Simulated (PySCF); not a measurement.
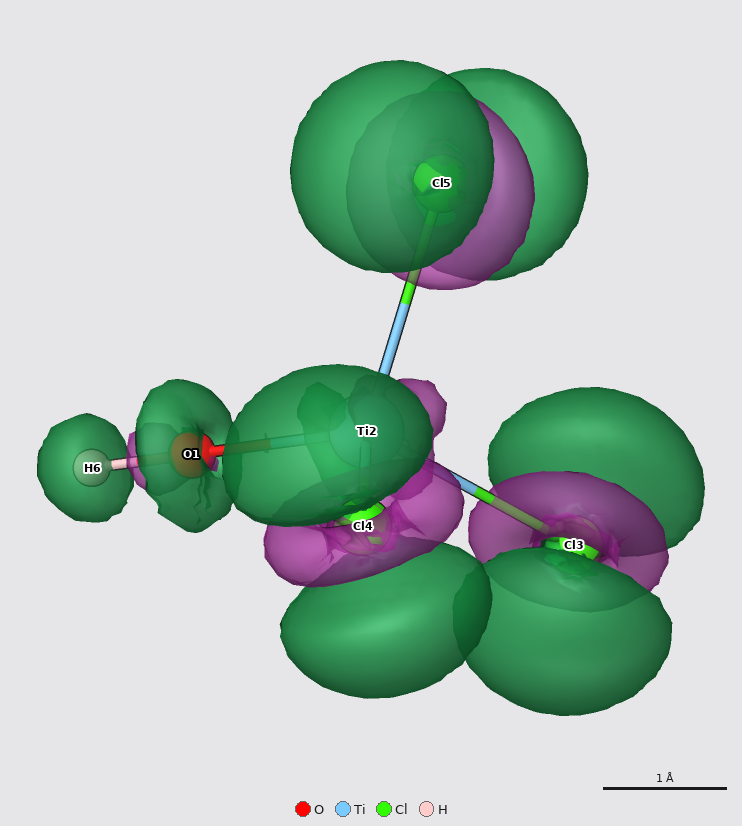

Cl₃HOTi, SMILES `O[Ti](Cl)(Cl)Cl`. Fukui function f⁻ = ρ(N) − ρ(N−1) at fixed geometry, surfaces at ±0.02 e/Å³ (green positive, purple negative).

PySCF calculation, PBE0/def2-SVPD, gas phase; geometry: GFN2-xTB. This is a single-reference result, which may miss multireference character in this system. No frequency check shows the geometry to be a minimum. GFN2-xTB bond lengths at metals and heavier atoms can be off by up to 0.1 Å and shapes distorted, which carries into these values.

On which atoms does the density change most on removal of an electron?

f⁻ (Hirshfeld-condensed) is largest on Cl3, Cl4 and Cl5 (0.28 each); the vertical ionisation energy is 11.07 eV (the stability of the cation's solution wasn't checked). Condensed values hint at sites of electrophilic attack but needn't mark the atom that reacts. Orbital relaxation makes it negative in places (0.16 e in all).
